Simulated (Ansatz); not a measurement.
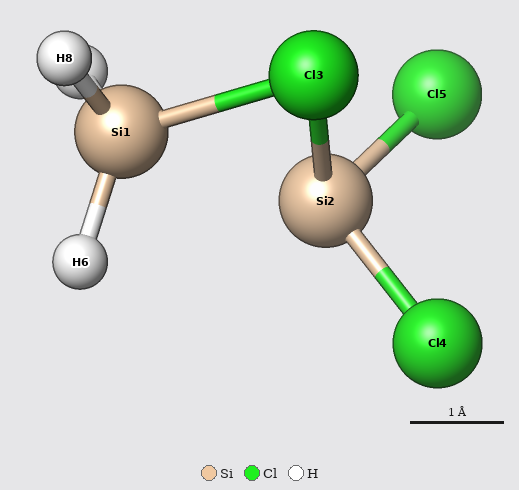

Fig. 1: The input geometry (ball-and-stick view, seen at an oblique angle; atoms are numbered from 1 in the order of the input). Bond lengths as drawn: Cl–Si 2.06 to 2.34 Å and H–Si 1.48 to 1.49 Å.

## Run report: Si₂H₃Cl₃, single-point calculation

System: Si₂H₃Cl₃.
Method: RKS PBE0-D4/def2-TZVPP (Ansatz 0.2.0).

The geometry is a transition state. The reaction was set up to form Si1–Cl3 and to break Si1–Si2 and Si2–Cl3 (atoms counted from 1 in the order of the input); sticks are drawn by distance alone. The geometry comes from this level: PBE0-D4/def2-TZVP.

## The input
```yaml
crystal:
  periodic: [false, false, false]
  atoms:
    - {symbol: Si, position_ang: [-0.148747, -0.167183, 1.249298]}
    - {symbol: Si, position_ang: [-0.175547, 0.503411, -1.204931]}
    - {symbol: Cl, position_ang: [1.186474, -1.189470, -0.348822]}
    - {symbol: Cl, position_ang: [-1.156946, -0.489482, -2.722001]}
    - {symbol: Cl, position_ang: [1.211761, 1.706788, -2.141534]}
    - {symbol: H, position_ang: [-1.596852, -0.484593, 1.239035]}
    - {symbol: H, position_ang: [0.215155, 1.204702, 1.678330]}
    - {symbol: H, position_ang: [0.464701, -1.084273, 2.250725]}
basis:
  gaussian: {orbitals: def2-TZVPP}
hamiltonian: {xc: pbe0, dispersion: d4}
output: {orbitals: {seedname: orbitals}}
```

Machine: 8 threads of Intel Xeon @ 2.50GHz, 31 GiB of memory available, shared host.

Run as:
```bash
ansatz run in.yaml --threads 8 --pin off --events-out ev --progress --plain --max-ram 19148MiB
```

## What the program printed
```
Functional definition: PBE0
  name "PBE0"
  cite "Adamo & Barone, J. Chem. Phys. 110, 6158 (1999) doi:10.1063/1.478522"
  cite "Perdew, Burke & Ernzerhof, Phys. Rev. Lett. 77, 3865 (1996) doi:10.1103/PhysRevLett.77.3865"
  parent pbe
  parameter a = 0.25
  parameter kappa = 0.804
  parameter beta = 0.06672455060314922
  exchange = (1 - a)*pbe_x(kappa = kappa, mu = beta*pi^2/3) + a*exact_x
  correlation = pbe_c(beta = beta)
1734 factors; their error is unknown
mean field evaluation 1: about -53356.2728 eV, gradient 1.7e1 eV
mean field evaluation 2: about -53356.6181 eV, gradient 1.4e1 eV
mean field evaluation 4: about -53357.0044 eV, gradient 1.3e0 eV
mean field evaluation 8: about -53357.1336 eV, gradient 4.2e-2 eV
mean field evaluation 16: about -53357.1336 eV, gradient 1.8e-5 eV
mean field -53357.13358017 eV, -1960.8384923070 hartree, gradient 1.8e-5 eV, S^2 0.000000; 0 other end points of the search recorded, 0 dependent functions left out
reference -53357.13361435 eV, -1960.8384935634 hartree; 41, 41 occupied and 211, 211 virtual orbitals, 1734 factors
Total energy: -53357.41562700 eV, -1960.8488573368 hartree
```

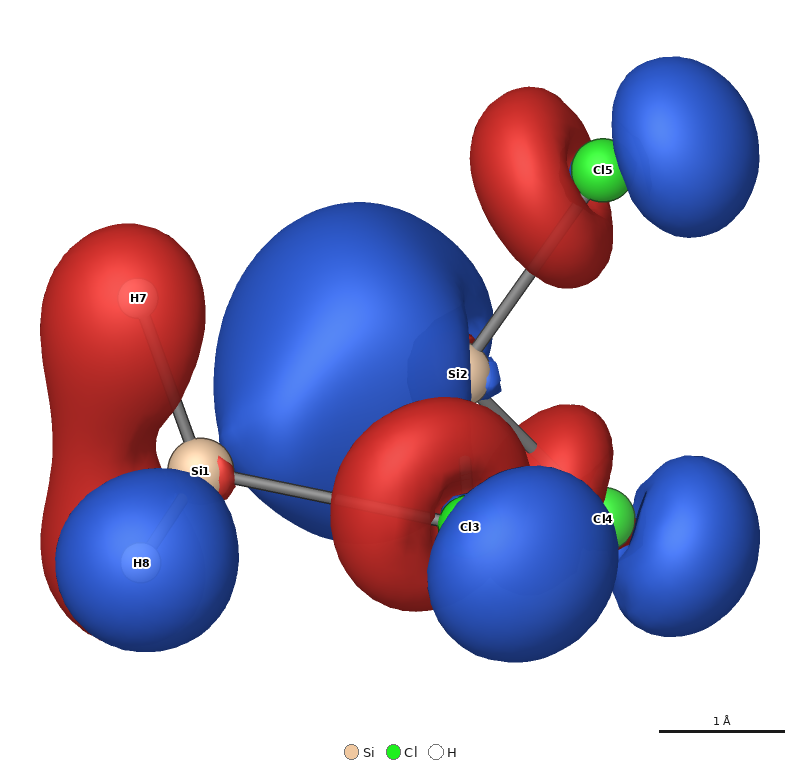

Fig. 2: The HOMO at ±0.1 Å⁻³ᐟ² (blue and red are the two phases), seen at a tilt. Its weight (Hirshfeld) is mainly on Si2 (35 %), Cl3 (15 %), Si1 (15 %), Cl4 (10 %) and Cl5 (10 %). Its energy is −7.01 eV.

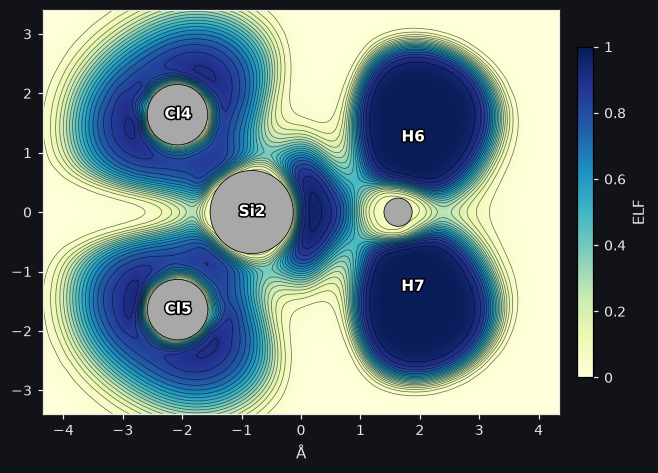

Fig. 3: ELF on the plane of atoms Cl4, Si2 and Cl5. Grey discs, where drawn, cover atomic cores. The section cuts through Si, Cl and H sites.

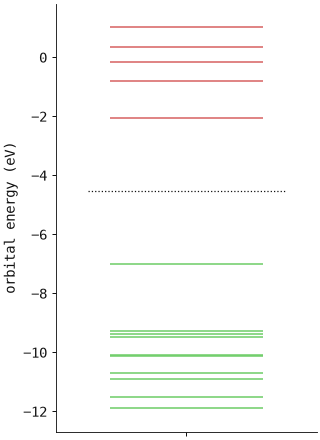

Fig. 4: Orbital energies near the frontier; the dotted line parts filled from empty levels, and levels within 0.02 eV of each other stand side by side. Highest filled −7.01 eV, lowest empty −2.06 eV, 4.95 eV apart.

## Key numbers

```json
{"quantity": "outcome", "value": "converged"}
{"quantity": "total energy", "value": "−53357.4156 eV"}
{"quantity": "mean-field energy", "value": "−53357.1336 eV"}
{"quantity": "dispersion energy", "value": "−0.2820 eV"}
{"quantity": "SCF solution under orbital rotations", "value": "stable"}
{"quantity": "HOMO", "value": "−7.01 eV"}
{"quantity": "LUMO", "value": "−2.06 eV"}
{"quantity": "wall time", "value": "2.3 s (CPU time 15 s)"}
{"quantity": "peak memory", "value": "0.92 GiB"}
```
